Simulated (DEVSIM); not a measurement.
System: Pd/SiON/p-GaAs capacitor, at 300 K.

| layer (left to right) | material | thickness (nm) | Na (cm⁻³) |
|---|---|---|---|
| 1 | SiON | 7.70 | - |
| 2 | GaAs | 1600 | 1.7e17 |

Metal gate on the left, work function 5.2 eV. Fixed charge at the semiconductor interface 2e12 cm⁻² (in units of +e); interface traps 3e11 cm⁻² eV⁻¹, uniform in energy, neutral level at 0.5 of the gap above the valence band.

This is a model device: material constants are rounded textbook-type values typed into the input, and sizes, dopings and lifetimes were drawn at random. Values at 300 K.

```tsv
parameter	SiON	GaAs
gap (eV)	7	1.424
affinity (eV)	1.4	4.07
permittivity	5.5	12.9
Nc (cm⁻³)	-	4.7e17
Nv (cm⁻³)	-	9e18
```

Model (solved in DEVSIM): 1D Poisson equation in equilibrium, Boltzmann statistics, complete ionisation; no quantum confinement or tunnelling. Metal contacts follow the ideal Schottky-Mott rule: no Fermi-level pinning, no interface dipoles.

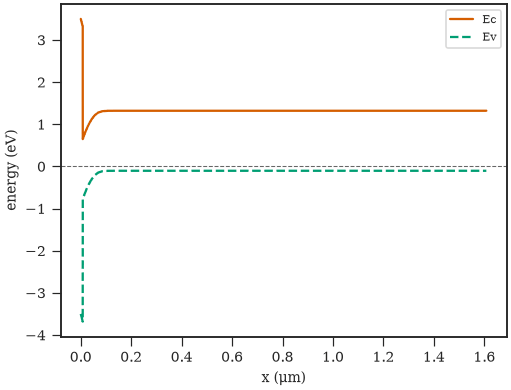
Fig. 1. Band edges at 0.3 V on the gate

Energies count from the Fermi level of the right contact; mesh points crowd at the junctions.

```json
[
 {"x (μm)": "0.000", "Ec (eV)": "3.500", "Ev (eV)": "-3.500", "n (cm⁻³)": "< 1e2", "p (cm⁻³)": "< 1e2", "field (V/cm)": "-240000"},
 {"x (μm)": "0.001073", "Ec (eV)": "3.474", "Ev (eV)": "-3.526", "n (cm⁻³)": "< 1e2", "p (cm⁻³)": "< 1e2", "field (V/cm)": "-240000"},
 {"x (μm)": "0.002936", "Ec (eV)": "3.430", "Ev (eV)": "-3.570", "n (cm⁻³)": "< 1e2", "p (cm⁻³)": "< 1e2", "field (V/cm)": "-240000"},
 {"x (μm)": "0.005305", "Ec (eV)": "3.373", "Ev (eV)": "-3.627", "n (cm⁻³)": "< 1e2", "p (cm⁻³)": "< 1e2", "field (V/cm)": "-240000"},
 {"x (μm)": "0.007270", "Ec (eV)": "3.326", "Ev (eV)": "-3.674", "n (cm⁻³)": "< 1e2", "p (cm⁻³)": "< 1e2", "field (V/cm)": "-240000"},
 {"x (μm)": "0.008282", "Ec (eV)": "0.657", "Ev (eV)": "-0.767", "n (cm⁻³)": "4400000", "p (cm⁻³)": "1200000", "field (V/cm)": "170000"},
 {"x (μm)": "0.01009", "Ec (eV)": "0.688", "Ev (eV)": "-0.736", "n (cm⁻³)": "1300000", "p (cm⁻³)": "3800000", "field (V/cm)": "170000"},
 {"x (μm)": "0.01570", "Ec (eV)": "0.779", "Ev (eV)": "-0.645", "n (cm⁻³)": "38000", "p (cm⁻³)": "1.3e8", "field (V/cm)": "160000"},
 {"x (μm)": "0.02583", "Ec (eV)": "0.926", "Ev (eV)": "-0.498", "n (cm⁻³)": "130", "p (cm⁻³)": "3.9e10", "field (V/cm)": "130000"},
 {"x (μm)": "0.04581", "Ec (eV)": "1.144", "Ev (eV)": "-0.280", "n (cm⁻³)": "< 1e2", "p (cm⁻³)": "1.8e14", "field (V/cm)": "85000"},
 {"x (μm)": "0.08649", "Ec (eV)": "1.312", "Ev (eV)": "-0.113", "n (cm⁻³)": "< 1e2", "p (cm⁻³)": "1.2e17", "field (V/cm)": "9000"},
 {"x (μm)": "0.2199", "Ec (eV)": "1.321", "Ev (eV)": "-0.103", "n (cm⁻³)": "< 1e2", "p (cm⁻³)": "1.7e17", "field (V/cm)": "≈ 0"},
 {"x (μm)": "0.4409", "Ec (eV)": "1.321", "Ev (eV)": "-0.103", "n (cm⁻³)": "< 1e2", "p (cm⁻³)": "1.7e17", "field (V/cm)": "≈ 0"},
 {"x (μm)": "0.8601", "Ec (eV)": "1.321", "Ev (eV)": "-0.103", "n (cm⁻³)": "< 1e2", "p (cm⁻³)": "1.7e17", "field (V/cm)": "≈ 0"},
 {"x (μm)": "1.328", "Ec (eV)": "1.321", "Ev (eV)": "-0.103", "n (cm⁻³)": "< 1e2", "p (cm⁻³)": "1.7e17", "field (V/cm)": "≈ 0"},
 {"x (μm)": "1.471", "Ec (eV)": "1.321", "Ev (eV)": "-0.103", "n (cm⁻³)": "< 1e2", "p (cm⁻³)": "1.7e17", "field (V/cm)": "≈ 0"},
 {"x (μm)": "1.541", "Ec (eV)": "1.321", "Ev (eV)": "-0.103", "n (cm⁻³)": "< 1e2", "p (cm⁻³)": "1.7e17", "field (V/cm)": "≈ 0"},
 {"x (μm)": "1.577", "Ec (eV)": "1.321", "Ev (eV)": "-0.103", "n (cm⁻³)": "< 1e2", "p (cm⁻³)": "1.7e17", "field (V/cm)": "≈ 0"},
 {"x (μm)": "1.596", "Ec (eV)": "1.321", "Ev (eV)": "-0.103", "n (cm⁻³)": "< 1e2", "p (cm⁻³)": "1.7e17", "field (V/cm)": "≈ 0"},
 {"x (μm)": "1.603", "Ec (eV)": "1.321", "Ev (eV)": "-0.103", "n (cm⁻³)": "< 1e2", "p (cm⁻³)": "1.7e17", "field (V/cm)": "≈ 0"},
 {"x (μm)": "1.606", "Ec (eV)": "1.321", "Ev (eV)": "-0.103", "n (cm⁻³)": "< 1e2", "p (cm⁻³)": "1.7e17", "field (V/cm)": "≈ 0"},
 {"x (μm)": "1.608", "Ec (eV)": "1.321", "Ev (eV)": "-0.103", "n (cm⁻³)": "< 1e2", "p (cm⁻³)": "1.7e17", "field (V/cm)": "≈ 0"}
]
```
